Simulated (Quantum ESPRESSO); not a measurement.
## Magnetic state of MnPSe3 from several starts

A self-consistent run ends on one state, which hangs on the start. Several orders of MnPSe3 are started in Quantum ESPRESSO and their energies compared.

Main program and level: Quantum ESPRESSO 7.5; LDA with U = 4 eV on Mn d (ortho-atomic projectors); plane waves with GBRV 1.5 LDA potentials, no spin-orbit coupling.

Experimental background.

“Magnetic exchange interactions in the van der Waals layered antiferromagnet MnPSe3” (2020, arxiv:2010.08394) reports for MnPSe3, rhombohedral van der Waals layered, by neutron powder diffraction, magnetic refinement (powder annealed from the elements at 730 C): moment (ordered moment per Mn2+) 3.83 ± 0.03 μB [refined ordered moment, well below the 5 muB spin-only value; in-plane direction …].

### Step 1. Set-up

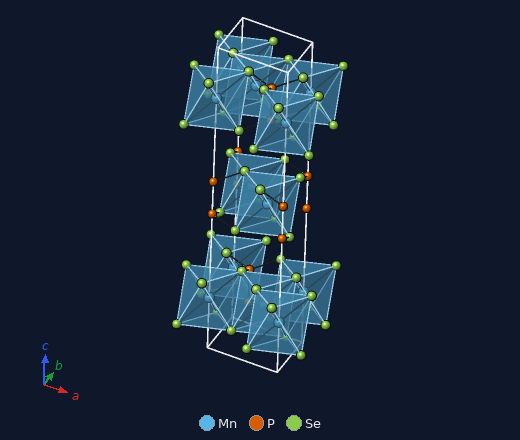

The starting structure, seen slightly off an axis (manganese blue, phosphorus orange, selenium green). This picture shows the conventional cell, with its axes. Some periodic images of atoms are drawn too.

Structure file:

```cif
data_structure
_symmetry_space_group_name_H-M 'P 1'
_symmetry_Int_Tables_number 1
_cell_length_a 7.8318
_cell_length_b 7.8318
_cell_length_c 7.8318
_cell_angle_alpha 48.229
_cell_angle_beta 48.229
_cell_angle_gamma 48.229
_cell_volume 244.92
loop_
_atom_site_label
_atom_site_type_symbol
_atom_site_fract_x
_atom_site_fract_y
_atom_site_fract_z
_atom_site_occupancy
Mn1 Mn 0.83238 0.83238 0.83238 1
Mn2 Mn 0.16762 0.16762 0.16762 1
P3 P 0.55358 0.55358 0.55358 1
P4 P 0.44642 0.44642 0.44642 1
Se5 Se 0.41514 0.74941 0.08893 1
Se6 Se 0.08893 0.41514 0.74941 1
Se7 Se 0.74941 0.08893 0.41514 1
Se8 Se 0.58486 0.25059 0.91107 1
Se9 Se 0.91107 0.58486 0.25059 1
Se10 Se 0.25059 0.91107 0.58486 1
```

The cell comes from Materials Project 2023-11-01, a database of computed structures, and need not be the stable phase.

### Step 2. Run 1, typed as ferro ++

The signs are those of the starting moments on the seeded atoms, the atoms that are given a moment.

Input file pw.in:

```
&CONTROL
  calculation = 'scf'
  prefix = 'pwscf'
  outdir = './tmp'
  pseudo_dir = './pseudo'
  disk_io = 'nowf'
/
&SYSTEM
  ibrav = 0
  nat = 10
  ntyp = 3
  ecutwfc = 40
  ecutrho = 280
  nbnd = 56
  occupations = 'smearing'
  smearing = 'fd'
  degauss = 0.00367493
  nspin = 2
  starting_magnetization(1) = 0.3
  starting_magnetization(2) = 0
  starting_magnetization(3) = 0
/
&ELECTRONS
  conv_thr = 2d-08
  electron_maxstep = 150
  mixing_beta = 0.3
/
ATOMIC_SPECIES
Mn     54.9380 mn_lda_v1.5.uspp.F.UPF
P      30.9738 p_lda_v1.5.uspp.F.UPF
Se     78.9710 se_lda_v1.uspp.F.UPF
CELL_PARAMETERS angstrom
   3.1997804373    1.8473940968    6.9054975756
  -3.1997804373    1.8473940968    6.9054975756
   0.0000000000   -3.6947881936    6.9054975756
ATOMIC_POSITIONS crystal
Mn      0.8323828600    0.8323828600    0.8323828600
Mn      0.1676171400    0.1676171400    0.1676171400
P       0.5535793900    0.5535793900    0.5535793900
P       0.4464206100    0.4464206100    0.4464206100
Se      0.4151439300    0.7494138000    0.0889330100
Se      0.0889330100    0.4151439300    0.7494138000
Se      0.7494138000    0.0889330100    0.4151439300
Se      0.5848560700    0.2505862000    0.9110669900
Se      0.9110669900    0.5848560700    0.2505862000
Se      0.2505862000    0.9110669900    0.5848560700
K_POINTS automatic
4 4 4 0 0 0
HUBBARD {ortho-atomic}
U Mn-3d 4.0000
```

The run is started by

```console
OMP_NUM_THREADS=1 mpirun -n 4 pw.x -nk 4 -in pw.in > pw.out
```

What it wrote:

```text
Program PWSCF v.7.5 starts

     Message from routine setup:
     using ibrav=0 with symmetry is DISCOURAGED, use correct ibrav instead

     K-points division:     npool     =       4
     Subspace diagonalization in iterative solution of the eigenvalue problem:

     G-vector sticks info
     --------------------
     sticks:   dense  smooth     PW     G-vecs:    dense   smooth      PW
     Sum        3655    2079    593               130893    56513    8723

     Using Slab Decomposition

     bravais-lattice index     =            0
     lattice parameter (alat)  =      14.8000  a.u.
     unit-cell volume          =    1652.8086 (a.u.)^3
     number of atoms/cell      =           10
     number of atomic types    =            3
     number of electrons       =        76.00
     number of Kohn-Sham states=           56
     kinetic-energy cutoff     =      40.0000  Ry
     charge density cutoff     =     280.0000  Ry
     scf convergence threshold =      2.0E-08
     mixing beta               =       0.3000
     number of iterations used =            8  plain     mixing
     Exchange-correlation= SLA  PZ   NOGX NOGC
                           (   1   1   0   0   0   0   0)
     Hubbard projectors: ortho-atomic
     Hubbard parameters of DFT+U (Dudarev formulation) in eV:
     U(Mn-3d) =  4.0000

     Internal variables: lda_plus_u =T, lda_plus_u_kind = 0

     Internal variables: orbital_resolved =F, hub_pot_fix =F, apply_U = F

     celldm(1)=  14.799989  celldm(2)=   0.000000  celldm(3)=   0.000000
     celldm(4)=   0.000000  celldm(5)=   0.000000  celldm(6)=   0.000000

     crystal axes: (cart. coord. in units of alat)
               a(1) = (   0.408562   0.235883   0.881724 )
               a(2) = (  -0.408562   0.235883   0.881724 )
               a(3) = (   0.000000  -0.471766   0.881724 )

     reciprocal axes: (cart. coord. in units 2 pi/alat)
               b(1) = (  1.223805  0.706564  0.378047 )
               b(2) = ( -1.223805  0.706564  0.378047 )
               b(3) = (  0.000000 -1.413129  0.378047 )

     PseudoPot. # 1 for Mn read from file:
     mn_lda_v1.5.uspp.F.UPF
     Pseudo is Ultrasoft + core correction, Zval = 15.0
     Generated by new atomic code, or converted to UPF format
     Using radial grid of  859 points,  6 beta functions with:
                l(1) =   0
                l(2) =   0
                l(3) =   1
                l(4) =   1
                l(5) =   2
                l(6) =   2
     Q(r) pseudized with  8 coefficients,  rinner =    0.950   0.950   0.950
                                                       0.950   0.950

     PseudoPot. # 2 for P  read from file:
     p_lda_v1.5.uspp.F.UPF
     Pseudo is Ultrasoft + core correction, Zval =  5.0
     Generated by new atomic code, or converted to UPF format
     Using radial grid of  903 points,  6 beta functions with:
                l(1) =   0
                l(2) =   0
                l(3) =   1
                l(4) =   1
                l(5) =   2
                l(6) =   2
     Q(r) pseudized with  8 coefficients,  rinner =    1.300   1.300   1.300
                                                       1.300   1.300

     PseudoPot. # 3 for Se read from file:
     se_lda_v1.uspp.F.UPF
     Pseudo is Ultrasoft + core correction, Zval =  6.0
     Generated by new atomic code, or converted to UPF format
     Using radial grid of  877 points,  6 beta functions with:
                l(1) =   0
                l(2) =   0
                l(3) =   1
                l(4) =   1
                l(5) =   2
                l(6) =   2
     Q(r) pseudized with  8 coefficients,  rinner =    1.300   1.300   1.300
                                                       1.300   1.300

     atomic species   valence    mass     pseudopotential
     Mn               15.00    54.93800     Mn( 1.00)
     P                 5.00    30.97380     P ( 1.00)
     Se                6.00    78.97100     Se( 1.00)

     Starting magnetic structure
     atomic species   magnetization
     Mn              0.300
     P               0.000
     Se              0.000

      6 Sym. Ops., with inversion, found

   Cartesian axes

     site n.     atom                  positions (alat units)
         1        Mn     tau(   1) = (  -0.0000000   0.0000000   2.2017948  )
         2        Mn     tau(   2) = (  -0.0000000  -0.0000000   0.4433759  )
         3        P      tau(   3) = (   0.0000000  -0.0000000   1.4643120  )
         4        P      tau(   4) = (  -0.0000000   0.0000000   1.1808587  )
         5        Se     tau(   5) = (  -0.1365699   0.2327440   1.1052323  )
         6        Se     tau(   6) = (  -0.1332773  -0.2346450   1.1052323  )
         7        Se     tau(   7) = (   0.2698472   0.0019010   1.1052323  )
         8        Se     tau(   8) = (   0.1365699  -0.2327440   1.5399384  )
         9        Se     tau(   9) = (   0.1332773   0.2346450   1.5399384  )
        10        Se     tau(  10) = (  -0.2698472  -0.0019010   1.5399384  )

     number of k points=    14  Fermi-Dirac smearing, width (Ry)=  0.0037
                       cart. coord. in units 2pi/alat
        k(    1) = (   0.0000000   0.0000000   0.0000000), wk =   0.0156250
        k(    2) = (   0.0000000  -0.3532822   0.0945119), wk =   0.0937500
        k(    3) = (  -0.0000000   0.7065644  -0.1890237), wk =   0.0468750
        k(    4) = (  -0.3059513  -0.1766411   0.1890237), wk =   0.0937500
        k(    5) = (  -0.3059513   0.8832054  -0.0945119), wk =   0.0937500
        [... 9 further k-points ...]

     Dense  grid:   130893 G-vectors     FFT dimensions: (  80,  80,  80)

     Smooth grid:    56513 G-vectors     FFT dimensions: (  60,  60,  60)

     Check: negative core charge=   -0.000012
     Generating pointlists ...
     new r_m :   0.1440 (alat units)  2.1318 (a.u.) for type    1
     new r_m :   0.1156 (alat units)  1.7109 (a.u.) for type    2
     new r_m :   0.1156 (alat units)  1.7109 (a.u.) for type    3

     Initial potential from superposition of free atoms

     starting charge      74.9992, renormalised to      76.0000

     STARTING HUBBARD OCCUPATIONS:

     =================== HUBBARD OCCUPATIONS ===================
     ------------------------ ATOM    1 ------------------------
     Tr[ns(  1)] (up, down, total) =   5.00000  0.00000  5.00000
     Atomic magnetic moment for atom   1 =   5.00000
     [... lines left out ...]
     ------------------------ ATOM    2 ------------------------
     Tr[ns(  2)] (up, down, total) =   5.00000  0.00000  5.00000
     Atomic magnetic moment for atom   2 =   5.00000
     [... lines left out ...]
     Number of occupied Hubbard levels =   10.0000

     Atomic wfc used for Hubbard projectors are orthogonalized

     Starting wfcs are   58 randomized atomic wfcs

     Self-consistent Calculation

     iteration #  1     ecut=    40.00 Ry     beta= 0.30
     Davidson diagonalization with overlap
     ethr =  1.00E-02,  avg # of iterations =  4.4

     =================== HUBBARD OCCUPATIONS ===================
     ------------------------ ATOM    1 ------------------------
     Tr[ns(  1)] (up, down, total) =   4.95402  0.23080  5.18482
     Atomic magnetic moment for atom   1 =   4.72323
     [... lines left out ...]
     ------------------------ ATOM    2 ------------------------
     Tr[ns(  2)] (up, down, total) =   4.95402  0.23080  5.18482
     Atomic magnetic moment for atom   2 =   4.72323
     [... lines left out ...]
     Number of occupied Hubbard levels =   10.3696

     Threshold (ethr) on eigenvalues was too large:
     Diagonalizing with lowered threshold

     Davidson diagonalization with overlap
     ethr =  4.88E-04,  avg # of iterations =  2.2

     total energy              =    -712.52930166 Ry
     estimated scf accuracy    <       0.37935122 Ry

     total magnetization       =    10.00 Bohr mag/cell
     absolute magnetization    =    10.00 Bohr mag/cell

     iteration #  2     ecut=    40.00 Ry     beta= 0.30
     Davidson diagonalization with overlap
     ethr =  4.99E-04,  avg # of iterations =  3.2

     total energy              =    -712.57012336 Ry
     estimated scf accuracy    <       0.07615028 Ry

     total magnetization       =    10.00 Bohr mag/cell
     absolute magnetization    =    10.00 Bohr mag/cell

     iteration #  3     ecut=    40.00 Ry     beta= 0.30
     Davidson diagonalization with overlap
     ethr =  1.00E-04,  avg # of iterations =  5.9

     total energy              =    -712.57669077 Ry
     estimated scf accuracy    <       0.02518041 Ry

     total magnetization       =    10.00 Bohr mag/cell
     absolute magnetization    =    10.00 Bohr mag/cell

     [... further iterations left out ...]

     iteration #  8     ecut=    40.00 Ry     beta= 0.30
     Davidson diagonalization with overlap
     ethr =  1.16E-08,  avg # of iterations =  5.6

     negative rho (up, down):  0.000E+00 4.779E-05

     total energy              =    -712.57912279 Ry
     estimated scf accuracy    <       0.00000090 Ry

     total magnetization       =    10.00 Bohr mag/cell
     absolute magnetization    =    10.00 Bohr mag/cell

     iteration #  9     ecut=    40.00 Ry     beta= 0.30
     Davidson diagonalization with overlap
     ethr =  1.19E-09,  avg # of iterations =  4.6

     negative rho (up, down):  0.000E+00 4.918E-05

     total energy              =    -712.57912341 Ry
     estimated scf accuracy    <       0.00000007 Ry

     total magnetization       =    10.00 Bohr mag/cell
     absolute magnetization    =    10.00 Bohr mag/cell

     iteration # 10     ecut=    40.00 Ry     beta= 0.30
     Davidson diagonalization with overlap
     ethr =  9.39E-11,  avg # of iterations =  5.7

     negative rho (up, down):  0.000E+00 4.894E-05

     total energy              =    -712.57912347 Ry
     estimated scf accuracy    <       0.00000003 Ry

     total magnetization       =    10.00 Bohr mag/cell
     absolute magnetization    =    10.00 Bohr mag/cell

     iteration # 11     ecut=    40.00 Ry     beta= 0.30
     Davidson diagonalization with overlap
     ethr =  3.36E-11,  avg # of iterations =  2.8

     negative rho (up, down):  0.000E+00 4.829E-05

     Magnetic moment per site  (integrated on atomic sphere of radius R)
     atom   1 (R=0.144)  charge= 13.3519  magn=  4.4791
     atom   2 (R=0.144)  charge= 13.3519  magn=  4.4791
     atom   3 (R=0.116)  charge=  2.4359  magn=  0.0226
     atom   4 (R=0.116)  charge=  2.4359  magn=  0.0226
     atom   5 (R=0.116)  charge=  2.8680  magn=  0.0258
     atom   6 (R=0.116)  charge=  2.8680  magn=  0.0258
     atom   7 (R=0.116)  charge=  2.8680  magn=  0.0258
     atom   8 (R=0.116)  charge=  2.8680  magn=  0.0258
     atom   9 (R=0.116)  charge=  2.8680  magn=  0.0258
     atom  10 (R=0.116)  charge=  2.8680  magn=  0.0258

     End of self-consistent calculation

     =================== HUBBARD OCCUPATIONS ===================
     ------------------------ ATOM    1 ------------------------
     Tr[ns(  1)] (up, down, total) =   4.97155  0.30565  5.27721
     Atomic magnetic moment for atom   1 =   4.66590
     [... lines left out ...]
     ------------------------ ATOM    2 ------------------------
     Tr[ns(  2)] (up, down, total) =   4.97155  0.30565  5.27721
     Atomic magnetic moment for atom   2 =   4.66590
     [... lines left out ...]
     Number of occupied Hubbard levels =   10.5544

     [... lines left out ...]
     the Fermi energy is     6.0060 ev

!    total energy              =    -712.57912348 Ry
     estimated scf accuracy    <          8.7E-10 Ry
     smearing contrib. (-TS)   =      -0.00000020 Ry
     internal energy E=F+TS    =    -712.57912328 Ry

     The total energy is F=E-TS. E is the sum of the following terms:
     one-electron contribution =    -419.72902158 Ry
     hartree contribution      =     235.00010718 Ry
     xc contribution           =    -240.30368135 Ry
     ewald contribution        =    -287.63543628 Ry
     Hubbard energy            =       0.08890875 Ry

     total magnetization       =    10.00 Bohr mag/cell
     absolute magnetization    =    10.00 Bohr mag/cell

     convergence has been achieved in  11 iterations

=------------------------------------------------------------------------------=
   JOB DONE.
=------------------------------------------------------------------------------=
```

It took 68 s on 4 MPI ranks of Intel Xeon 6975P-C (Granite Rapids), shared host; peak memory 1.3 GiB.

Spin moment in the atom's sphere by atom:

| atom | spin moment in the atom's sphere (μB) |
| --- | --- |
| Mn1 | 4.48 |
| Mn2 | 4.48 |
| P3 | 0.02 |
| P4 | 0.02 |
| Se5 | 0.03 |
| Se6 | 0.03 |
| Se7 | 0.03 |
| Se8 | 0.03 |
| Se9 | 0.03 |
| Se10 | 0.03 |

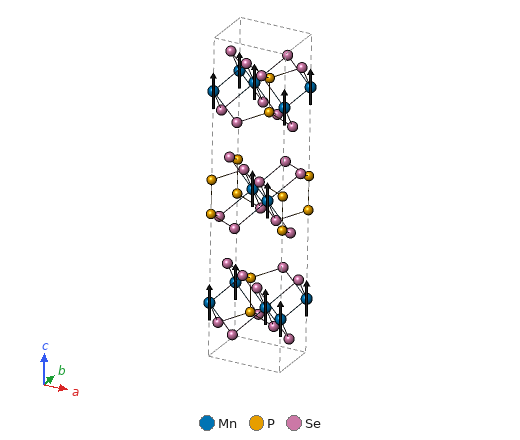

Spin moment in the atom's sphere as arrows, the longest 4.48 μB. Up and down stand for the sign. Arrows give size and sign along the axis of quantisation, drawn up and down the page. Some periodic images of atoms are drawn too.

Read from the output:

```
smearing term TS       : 2.66e-6 eV
magnetization          : 10 μB
absolute magnetization : 10.00 μB
final state            : ferromagnetic
```

(Continued in part 2 of 2.)

[Logs and program files are shortened in this print: banners, set-up blocks, solver, clock and traceback lines can be left out without a mark of their own.]

[Logs are printed without paths, hosts, clocks, repeated set-up lines and the standing remarks that a program may print on its own settings, such as how far it seeks lower states.]

[Hosts, paths, dates, database ids (printed as entryN), source tags and the programs' standing remarks are cut or masked in the printed files.]

[Where a cell is said to come from a database of computed structures, the database is the Materials Project.]
